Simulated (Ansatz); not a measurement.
**C2H7Si with multiplicity 2: rotation by 120° about the C2–Si3 bond**

Aim: the minimum-energy path and barrier of the rotation by 120° about the C2–Si3 bond. The ends are relaxed first, then joined by a nudged elastic band. SMILES of the start: [CH2]C[SiH3].

Method: UHF/cc-pVDZ, in Ansatz 0.2.0.

## 1. The system as given

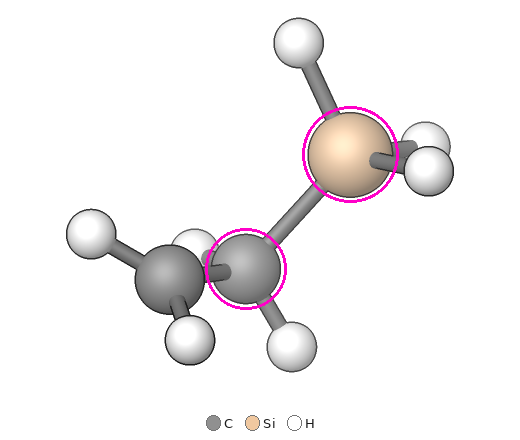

Start, viewed from a free direction; carbon grey, silicon light orange, hydrogen white. Ringed: C2, Si3.

Coordinates:

```xyz
10

C    -0.7580    0.5683   -1.1861
C    -0.6922   -0.1980    0.0546
Si    0.9938   -0.3041    0.7743
H    -0.6022    0.1574   -2.1722
H    -1.0108    1.6701   -1.1674
H    -1.0528   -1.1917   -0.1543
H    -1.3417    0.2308    0.8070
H     1.5717    1.0637    1.1351
H     1.9724   -0.9160   -0.1339
H     1.0028   -1.1316    2.0457
```

## 2. End point A

The input, input.yaml:

```yaml
crystal:
  periodic: [false, false, false]
  atoms:
    - { symbol: C, position_ang: [-0.758, 0.5683, -1.1861] }
    - { symbol: C, position_ang: [-0.6922, -0.198, 0.0546] }
    - { symbol: Si, position_ang: [0.9938, -0.3041, 0.7743] }
    - { symbol: H, position_ang: [-0.6022, 0.1574, -2.1722] }
    - { symbol: H, position_ang: [-1.0108, 1.6701, -1.1674] }
    - { symbol: H, position_ang: [-1.0528, -1.1917, -0.1543] }
    - { symbol: H, position_ang: [-1.3417, 0.2308, 0.807] }
    - { symbol: H, position_ang: [1.5717, 1.0637, 1.1351] }
    - { symbol: H, position_ang: [1.9724, -0.916, -0.1339] }
    - { symbol: H, position_ang: [1.0028, -1.1316, 2.0457] }
magnetization:
  spin_polarized: true
  initial_magnetization: 1
basis:
  gaussian: { orbitals: cc-pVDZ }
hamiltonian:
  xc: hf
relax:
  f_tol: 0.015
  max_steps: 40
```

Launch:

```console
$ ansatz run input.yaml --threads 1 --pin off --max-ram 2048MiB --backend cpu --events-out ev --progress --plain --runs-dir out
```

The log of the run, cut to the lines that bear on the results:

```text
Warning: RAYON_NUM_THREADS=1 ignored (pool sized by the plan → 1); use --threads N
[...]
Functional definition: HF
[...]
878 factors; integrals over basis functions are off by at most 3.9e-4 eV
[...]
mean field -10032.54001095 eV, -368.6890451026 hartree, gradient 2.6e-5 eV, S^2 0.763887; 0 other end points of the search recorded, 0 dependent functions left out
[...]
reference -10032.54001095 eV, -368.6890451026 hartree; 17, 16 occupied and 64, 65 virtual orbitals, 878 factors
relax step   1: F+E_penalty+E_count = -10032.54001095 eV  Δ(F+E_penalty+E_count) = +0.000e0 eV  max|allowed force component| = 2.884e0 eV/Å  Δτ_max = 0.0000 Å  (40 SCF iters, accepted)
[...]
relax step   5: F+E_penalty+E_count = -10032.73419233 eV  Δ(F+E_penalty+E_count) = -5.449e-4 eV  max|allowed force component| = 7.861e-2 eV/Å  Δτ_max = 0.0416 Å  (38 SCF iters, accepted)
[...]
relax step   6: F+E_penalty+E_count = -10032.73507518 eV  Δ(F+E_penalty+E_count) = -8.829e-4 eV  max|allowed force component| = 1.095e-2 eV/Å  Δτ_max = 0.0178 Å  (30 SCF iters, accepted)
878 factors; integrals over basis functions are off by at most 4.0e-4 eV
mean field -10032.73507518 eV, -368.6962135808 hartree, gradient 1.5e-5 eV, S^2 0.763132; 1 other end points of the search recorded, 0 dependent functions left out
[...]
reference -10032.73507518 eV, -368.6962135808 hartree; 17, 16 occupied and 64, 65 virtual orbitals, 878 factors
Total energy: -10032.73507518 eV, -368.6962135808 hartree
Atom 0 at    -0.821269     0.595500    -1.200657 Å, force     0.010530     0.001288    -0.001412 eV/Å
Atom 1 at    -0.740001    -0.209849     0.058467 Å, force    -0.010953    -0.007405     0.008653 eV/Å
Atom 2 at     1.023920    -0.292922     0.786309 Å, force     0.004306     0.002374    -0.002005 eV/Å
Atom 3 at    -0.533109     0.154330    -2.147468 Å, force    -0.004548     0.000840    -0.004254 eV/Å
Atom 4 at    -0.879467     1.676420    -1.152303 Å, force    -0.003859     0.001147    -0.001572 eV/Å
Atom 5 at    -1.072408    -1.238231    -0.116343 Å, force    -0.000866     0.002156    -0.001252 eV/Å
Atom 6 at    -1.395201     0.208177     0.829471 Å, force    -0.000365    -0.000695    -0.000819 eV/Å
Atom 7 at     1.512279     1.076285     1.108510 Å, force     0.003143    -0.001173     0.003536 eV/Å
Atom 8 at     1.956712    -0.910759    -0.196143 Å, force     0.003168    -0.001673     0.002770 eV/Å
Atom 9 at     1.031544    -1.110050     2.032957 Å, force    -0.000555     0.003141    -0.003644 eV/Å
Dipole moment:    -0.084785    -0.009016    -0.014659 e Å
```

It took 21 s on 1 thread of Intel Xeon Platinum 8488C (Sapphire Rapids), shared host; peak memory 0.17 GiB.

Relaxation path:

| step | energy from step 1 (eV) | largest force component (eV/Å) |
| --- | --- | --- |
| 1 | 0.0000 | 2.8843 |
| 2 | -0.1676 | 0.7997 |
| 3 | -0.1933 | 0.1360 |
| 4 | -0.1936 | 0.0888 |
| 5 | -0.1942 | 0.0786 |
| 6 | -0.1951 | 0.0110 |

Step 1 is the start.

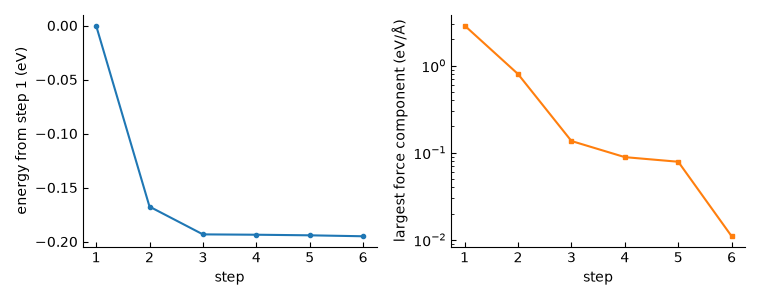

Energy and largest force along the relaxation.

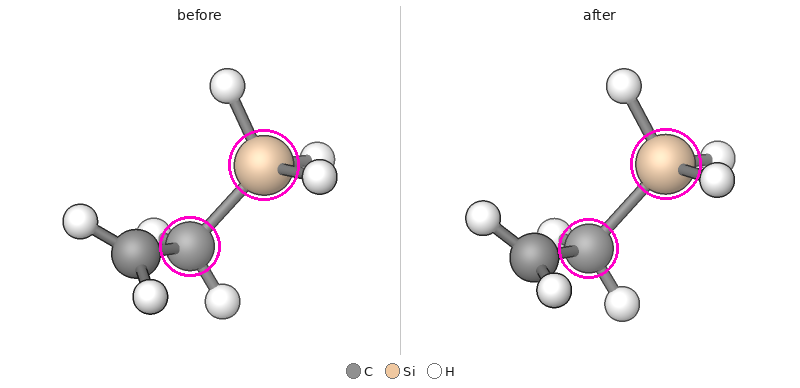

Before and after, at one scale.

After: Bond lengths: C1–C2 1.497 Å, C2–Si3 1.910 Å, C1–H4 1.084 Å, C1–H5 1.084 Å, C2–H6 1.095 Å, C2–H7 1.095 Å, Si3–H8 1.489 Å, Si3–H9 1.489 Å, Si3–H10 1.491 Å. Angles (14 of 15 angles, heavy atoms first): C1–C2–Si3 113.2°, C1–C2–H6 110.8°, C1–C2–H7 110.8°, Si3–C2–H6 107.5°, Si3–C2–H7 107.5°, C2–C1–H4 120.1°, C2–C1–H5 120.1°, C2–Si3–H8 110.2°, C2–Si3–H9 110.2°, C2–Si3–H10 110.3°, H6–C2–H7 106.8°, H4–C1–H5 117.4°, H8–Si3–H9 108.6°, H8–Si3–H10 108.8°.

## 3. Relaxing end B

The second end starts from a geometry with the move made by hand.

Changes to input.yaml since step 2:

```diff
@@ -10,5 +10,5 @@
     - { symbol: H, position_ang: [-1.3417, 0.2308, 0.807] }
-    - { symbol: H, position_ang: [1.5717, 1.0637, 1.1351] }
-    - { symbol: H, position_ang: [1.9724, -0.916, -0.1339] }
-    - { symbol: H, position_ang: [1.0028, -1.1316, 2.0457] }
+    - { symbol: H, position_ang: [1.03923, -1.13013, 2.05907] }
+    - { symbol: H, position_ang: [1.55359, 1.00609, 1.13057] }
+    - { symbol: H, position_ang: [1.9701, -0.94631, -0.19302] }
 magnetization:
```

Launch:

```console
$ ansatz run input.yaml --threads 1 --pin off --max-ram 2048MiB --backend cpu --events-out ev --progress --plain --runs-dir out
```

The log of the run, cut to the lines that bear on the results:

```text
Warning: RAYON_NUM_THREADS=1 ignored (pool sized by the plan → 1); use --threads N
[...]
[... 1 set-up line as earlier in the session ...]
[...]
878 factors; integrals over basis functions are off by at most 3.9e-4 eV
[...]
mean field -10032.54031946 eV, -368.6890564402 hartree, gradient 2.6e-5 eV, S^2 0.763921; 0 other end points of the search recorded, 0 dependent functions left out
[...]
reference -10032.54031946 eV, -368.6890564402 hartree; 17, 16 occupied and 64, 65 virtual orbitals, 878 factors
relax step   1: F+E_penalty+E_count = -10032.54031946 eV  Δ(F+E_penalty+E_count) = +0.000e0 eV  max|allowed force component| = 2.883e0 eV/Å  Δτ_max = 0.0000 Å  (40 SCF iters, accepted)
[...]
relax step   6: F+E_penalty+E_count = -10032.73503937 eV  Δ(F+E_penalty+E_count) = -5.417e-5 eV  max|allowed force component| = 1.994e-2 eV/Å  Δτ_max = 0.0156 Å  (28 SCF iters, accepted)
[...]
Total energy: -10032.73512271 eV, -368.6962153276 hartree
Atom 0 at    -0.823162     0.593825    -1.200072 Å, force     0.000979     0.000316     0.000856 eV/Å
Atom 1 at    -0.737029    -0.214697     0.056898 Å, force    -0.004508    -0.002709     0.001833 eV/Å
Atom 2 at     1.030712    -0.307778     0.775377 Å, force    -0.001397     0.001033    -0.002618 eV/Å
Atom 3 at    -0.552782     0.152193    -2.151880 Å, force    -0.000040     0.001426     0.000918 eV/Å
Atom 4 at    -0.881461     1.674636    -1.150010 Å, force     0.000669    -0.000859    -0.001235 eV/Å
Atom 5 at    -1.075262    -1.241092    -0.118290 Å, force     0.001347     0.000611    -0.000232 eV/Å
Atom 6 at    -1.385979     0.204210     0.832754 Å, force     0.001624     0.000315    -0.000628 eV/Å
Atom 7 at     1.038927    -1.127323     2.020158 Å, force     0.000065     0.000002     0.000618 eV/Å
Atom 8 at     1.528664     1.057593     1.099154 Å, force     0.000393     0.000288     0.000397 eV/Å
Atom 9 at     1.956393    -0.929117    -0.211568 Å, force     0.000869    -0.000424     0.000091 eV/Å
Dipole moment:    -0.086789    -0.008353    -0.015483 e Å
```

Run time: 18 s. Hardware: 1 thread of Intel Xeon Platinum 8488C (Sapphire Rapids), shared host; peak memory 0.17 GiB.

The steps of the relaxation:

| step | energy from step 1 (eV) | largest force component (eV/Å) |
| --- | --- | --- |
| 1 | 0.0000 | 2.8828 |
| 2 | -0.1680 | 0.8176 |
| 3 | -0.1709 | 0.4042 |
| 4 | -0.1904 | 0.3893 |
| 5 | -0.1947 | 0.0248 |
| 6 | -0.1947 | 0.0199 |
| 7 | -0.1948 | 0.0045 |

Step 1 is the start.

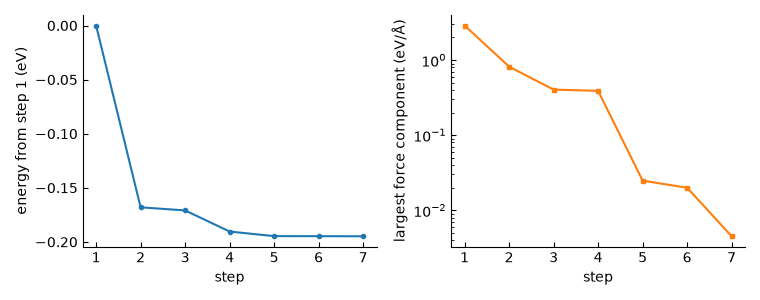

Energy and largest force along the relaxation.

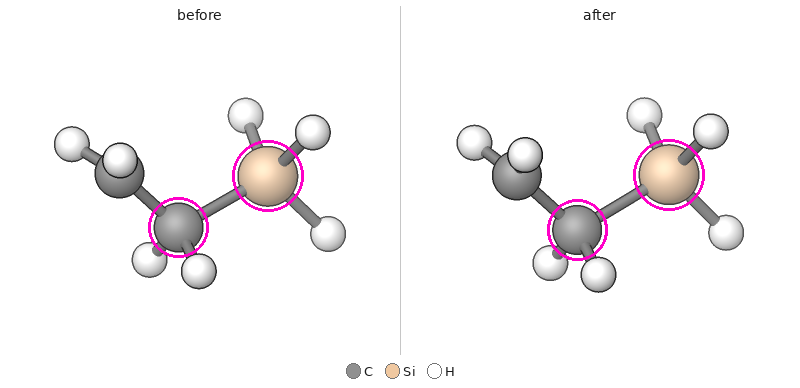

The structure before (left) and after (right), drawn at the same scale.

After: Bond lengths: C1–C2 1.497 Å, C2–Si3 1.910 Å, C1–H4 1.084 Å, C1–H5 1.084 Å, C2–H6 1.095 Å, C2–H7 1.095 Å, Si3–H8 1.490 Å, Si3–H9 1.489 Å, Si3–H10 1.489 Å. Angles (14 of 15 angles, heavy atoms first): C1–C2–Si3 113.3°, C1–C2–H6 110.7°, C1–C2–H7 110.7°, Si3–C2–H6 107.5°, Si3–C2–H7 107.5°, C2–C1–H4 120.2°, C2–C1–H5 120.2°, C2–Si3–H8 110.2°, C2–Si3–H9 110.3°, C2–Si3–H10 110.3°, H6–C2–H7 106.8°, H4–C1–H5 117.4°, H8–Si3–H9 108.7°, H8–Si3–H10 108.7°.

## 4. The band

crystal.atoms is end A as relaxed above, and neb.final_atoms is end B, turned to lie on A. With 7 inner images the band has 9 in all. The start path is listed, through a guess of the saddle.

The input, input.yaml:

```yaml
crystal:
  periodic: [false, false, false]
  atoms:
    - { symbol: C, position_ang: [-0.821269, 0.5955, -1.200657] }
    - { symbol: C, position_ang: [-0.740001, -0.209849, 0.058467] }
    - { symbol: Si, position_ang: [1.02392, -0.292922, 0.786309] }
    - { symbol: H, position_ang: [-0.533109, 0.15433, -2.147468] }
    - { symbol: H, position_ang: [-0.879467, 1.67642, -1.152303] }
    - { symbol: H, position_ang: [-1.072408, -1.238231, -0.116343] }
    - { symbol: H, position_ang: [-1.395201, 0.208177, 0.829471] }
    - { symbol: H, position_ang: [1.512279, 1.076285, 1.10851] }
    - { symbol: H, position_ang: [1.956712, -0.910759, -0.196143] }
    - { symbol: H, position_ang: [1.031544, -1.11005, 2.032957] }
magnetization:
  spin_polarized: true
  initial_magnetization: 1
basis:
  gaussian: { orbitals: cc-pVDZ }
hamiltonian:
  xc: hf
neb:
  order_check: false
  images: 7
  f_tol: 0.03
  max_iterations: 60
  final_atoms:
    - { symbol: C, position_ang: [-0.82185429, 0.23456613, -1.32083627] }
    - { symbol: C, position_ang: [-0.73602564, 0.13330059, 0.1702972] }
    - { symbol: Si, position_ang: [1.02556648, -0.25254965, 0.80092956] }
    - { symbol: H, position_ang: [-0.89559793, -0.66206201, -1.9247423] }
    - { symbol: H, position_ang: [-0.53666257, 1.15184228, -1.82216206] }
    - { symbol: H, position_ang: [-1.39892066, -0.65362361, 0.54432873] }
    - { symbol: H, position_ang: [-1.0569668, 1.06786629, 0.64163088] }
    - { symbol: H, position_ang: [1.03304428, -0.33998709, 2.28871314] }
    - { symbol: H, position_ang: [1.97028832, 0.81885809, 0.38067748] }
    - { symbol: H, position_ang: [1.50012881, -1.54931003, 0.24396365] }
  initial_path:
    images:
      - { positions_ang: [[-0.821269, 0.5955, -1.200657], [-0.740001, -0.209849, 0.058467], [1.02392, -0.292922, 0.786309], [-0.533109, 0.15433, -2.147468], [-0.879467, 1.67642, -1.152303], [-1.072408, -1.238231, -0.116343], [-1.395201, 0.208177, 0.829471], [1.512279, 1.076285, 1.10851], [1.956712, -0.910759, -0.196143], [1.031544, -1.11005, 2.032957]] }
      - { positions_ang: [[-0.80269548, 0.53229842, -1.22036815], [-0.73141816, -0.15990459, 0.0779463], [1.01585939, -0.2844191, 0.78755639], [-0.59385923, 0.0234239, -2.13322775], [-0.85369208, 1.61391704, -1.26430542], [-1.12253157, -1.15796684, -0.02102618], [-1.34102005, 0.34504561, 0.8066044], [1.46561435, 0.97816209, 1.31804254], [1.97703485, -0.69126866, -0.20065317], [1.06970798, -1.25038688, 1.85223104]] }
      - { positions_ang: [[-0.78412195, 0.46909684, -1.24007929], [-0.72283533, -0.10996018, 0.09742559], [1.00779879, -0.27591619, 0.78880378], [-0.65460945, -0.1074822, -2.1189875], [-0.82791716, 1.55141409, -1.37630784], [-1.17265514, -1.07770267, 0.07429064], [-1.28683909, 0.48191421, 0.7837378], [1.41894969, 0.88003919, 1.52757508], [1.9973577, -0.47177831, -0.20516335], [1.10787195, -1.39072377, 1.67150508]] }
      - { positions_ang: [[-0.76554843, 0.40589526, -1.25979044], [-0.71425249, -0.06001576, 0.11690489], [0.99973818, -0.26741329, 0.79005117], [-0.71535968, -0.23838831, -2.10474725], [-0.80214224, 1.48891113, -1.48831026], [-1.22277872, -0.99743851, 0.16960745], [-1.23265814, 0.61878282, 0.7608712], [1.37228504, 0.78191628, 1.73710762], [2.01768055, -0.25228797, -0.20967352], [1.14603593, -1.53106065, 1.49077912]] }
      - { positions_ang: [[-0.74697491, 0.34269368, -1.27950159], [-0.70566965, -0.01007135, 0.13638419], [0.99167757, -0.25891038, 0.79129857], [-0.7761099, -0.36929441, -2.090507], [-0.77636732, 1.42640817, -1.60031267], [-1.27290229, -0.91717435, 0.26492427], [-1.17847718, 0.75565142, 0.73800461], [1.32562038, 0.68379338, 1.94664016], [2.0380034, -0.03279763, -0.2141837], [1.1841999, -1.67139753, 1.31005316]] }
      - { positions_ang: [[-0.76569475, 0.31566179, -1.28983526], [-0.71325865, 0.02577164, 0.14486244], [1.0001498, -0.2573202, 0.79370631], [-0.80598191, -0.44248631, -2.04906582], [-0.71644113, 1.3577667, -1.65577502], [-1.30440688, -0.85128666, 0.33477539], [-1.14809959, 0.83370514, 0.71391117], [1.25247636, 0.42784826, 2.03215841], [2.02107463, 0.1801163, -0.0654684], [1.26318213, -1.64087566, 1.04353078]] }
      - { positions_ang: [[-0.7844146, 0.2886299, -1.30016893], [-0.72084765, 0.06161462, 0.15334069], [1.00862203, -0.25573002, 0.79611406], [-0.83585391, -0.51567821, -2.00762465], [-0.65651495, 1.28912523, -1.71123737], [-1.33591148, -0.78539898, 0.4046265], [-1.11772199, 0.91175886, 0.68981774], [1.17933233, 0.17190314, 2.11767665], [2.00414586, 0.39303023, 0.08324689], [1.34216436, -1.61035378, 0.77700841]] }
      - { positions_ang: [[-0.80313444, 0.26159802, -1.3105026], [-0.72843664, 0.09745761, 0.16181895], [1.01709425, -0.25413984, 0.79852181], [-0.86572592, -0.58887011, -1.96618347], [-0.59658876, 1.22048375, -1.76669972], [-1.36741607, -0.71951129, 0.47447761], [-1.0873444, 0.98981257, 0.66572431], [1.10618831, -0.08404197, 2.2031949], [1.98721709, 0.60594416, 0.23196219], [1.42114659, -1.57983191, 0.51048603]] }
      - { positions_ang: [[-0.82185429, 0.23456613, -1.32083627], [-0.73602564, 0.13330059, 0.1702972], [1.02556648, -0.25254965, 0.80092956], [-0.89559793, -0.66206201, -1.9247423], [-0.53666257, 1.15184228, -1.82216206], [-1.39892066, -0.65362361, 0.54432873], [-1.0569668, 1.06786629, 0.64163088], [1.03304428, -0.33998709, 2.28871314], [1.97028832, 0.81885809, 0.38067748], [1.50012881, -1.54931003, 0.24396365]] }
```

Launch:

```console
$ ansatz run input.yaml --threads 1 --pin off --max-ram 2048MiB --backend cpu --events-out ev --progress --plain --runs-dir out
```

The log of the run, cut to the lines that bear on the results:

```text
Warning: RAYON_NUM_THREADS=1 ignored (pool sized by the plan → 1); use --threads N
[...]
[... 1 set-up line as earlier in the session ...]
[...]
878 factors; integrals over basis functions are off by at most 5.1e-4 eV
[...]
mean field -10032.73507592 eV, -368.6962136081 hartree, gradient 4.8e-5 eV, S^2 0.763132; 0 other end points of the search recorded, 0 dependent functions left out
[...]
reference -10032.73507592 eV, -368.6962136081 hartree; 17, 16 occupied and 64, 65 virtual orbitals, 878 factors
878 factors; integrals over basis functions are off by at most 4.6e-4 eV
[...]
mean field -10032.73512455 eV, -368.6962153951 hartree, gradient 2.8e-5 eV, S^2 0.763189; 0 other end points of the search recorded, 0 dependent functions left out
[...]
reference -10032.73512455 eV, -368.6962153951 hartree; 17, 16 occupied and 64, 65 virtual orbitals, 878 factors
[...]
Atom 0 at    -0.829866     0.380525    -1.307137 Å, force     0.001784     0.001734     0.005219 eV/Å
Atom 1 at    -0.753454    -0.008254     0.137266 Å, force     0.000471    -0.000642     0.003243 eV/Å
Atom 2 at     1.034468    -0.265551     0.805434 Å, force    -0.005768    -0.000015    -0.004830 eV/Å
Atom 3 at    -0.725084    -0.373769    -2.078412 Å, force    -0.000729     0.001809    -0.000710 eV/Å
Atom 4 at    -0.673860     1.412126    -1.601013 Å, force     0.002687    -0.005295    -0.000029 eV/Å
Atom 5 at    -1.301506    -0.939357     0.309890 Å, force     0.001340     0.003296    -0.001520 eV/Å
Atom 6 at    -1.227485     0.754494     0.761886 Å, force    -0.002562    -0.001134    -0.002036 eV/Å
Atom 7 at     1.310059     0.669141     1.932398 Å, force     0.001381    -0.000821    -0.001978 eV/Å
Atom 8 at     2.041666    -0.022313    -0.262942 Å, force    -0.001541     0.000679     0.002199 eV/Å
Atom 9 at     1.208062    -1.658140     1.305429 Å, force     0.002937     0.000389     0.000442 eV/Å
Dipole moment:    -0.084938     0.007814    -0.011269 e Å
this run last wrote the band of iteration 5 to <dir>
```

Wall time 1.7 min (1 thread of Intel Xeon Platinum 8488C (Sapphire Rapids), shared host); peak memory 0.18 GiB.

(Part 1 of 2 ends here.)
